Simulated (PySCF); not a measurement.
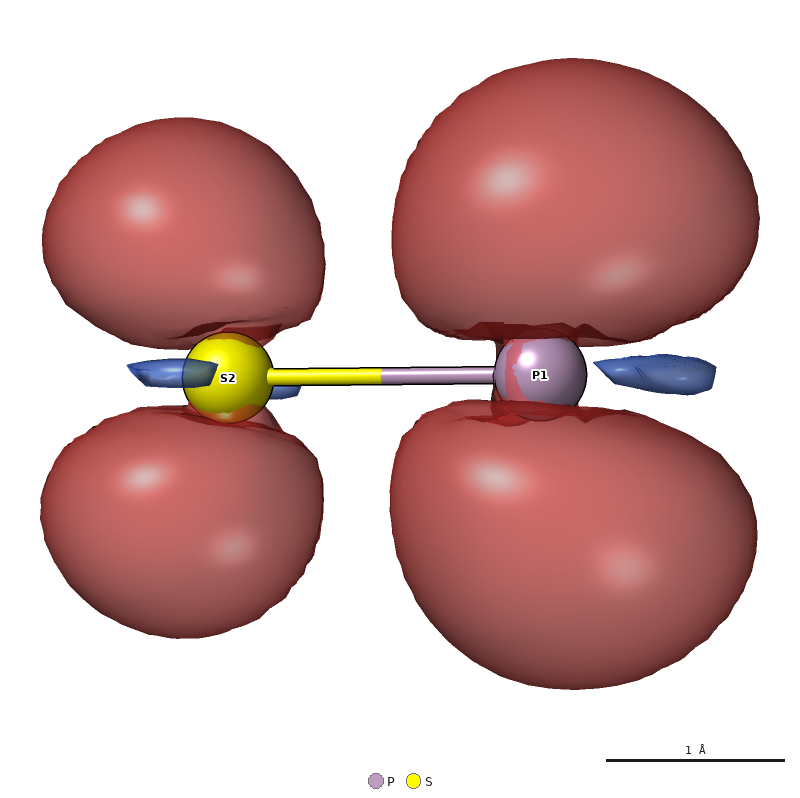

The picture shows: PS (doublet). Isosurfaces of the spin density at +0.02 (red) and −0.02 e/Å³ (blue), seen from one side.

Level of theory: PBE0/def2-TZVP, non-relativistic Hamiltonian with scalar-relativistic core potentials where named, at a bond length of 1.897 Å in PySCF.

```yaml
atoms:
  - { symbol: P, position_ang: [0.0000, 0.0000, -0.9635] }
  - { symbol: S, position_ang: [0.0000, 0.0000, 0.9335] }
```

Question: Which atoms carry the spin?

Answer: The unpaired spin (1 electron) lies mostly on P1 (about 0.7) and S2 (about 0.3), in electrons by Hirshfeld's partition.
